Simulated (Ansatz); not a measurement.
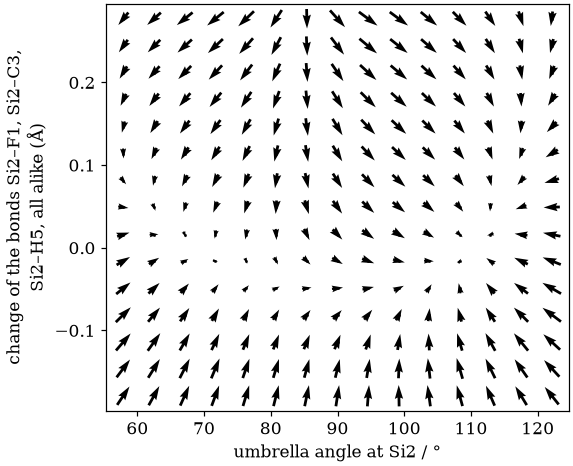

CHFSeSi, SMILES F[SiH]=C=[Se]. 
- Coordinates scanned: (1) umbrella angle at Si2 (between each of its bonds and their common axis; 90 is planar); (2) change of the bonds Si2–F1, Si2–C3, Si2–H5, all alike.
- Nothing is relaxed (all other coordinates rigid).
- The scan uses a 15 × 15 grid.
- Points are written as (first, second).
- Method: Ansatz, RKS B3LYP-D4/def2-TZVP.

The picture shows dots at the grid points, arrows along the force (downhill), their lengths compressed.

Question: The arrows alone are given. Where is the energy lowest?

Answer: The arrows converge at about (110°, 0.000 Å) (read from the interpolated surface).

The energy map of the same scan:

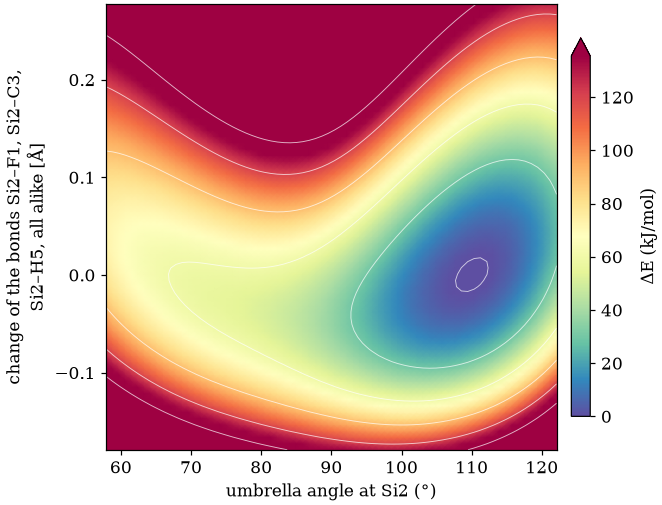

Energies are in kJ/mol, from the lowest grid point; between grid points the surface is interpolated.
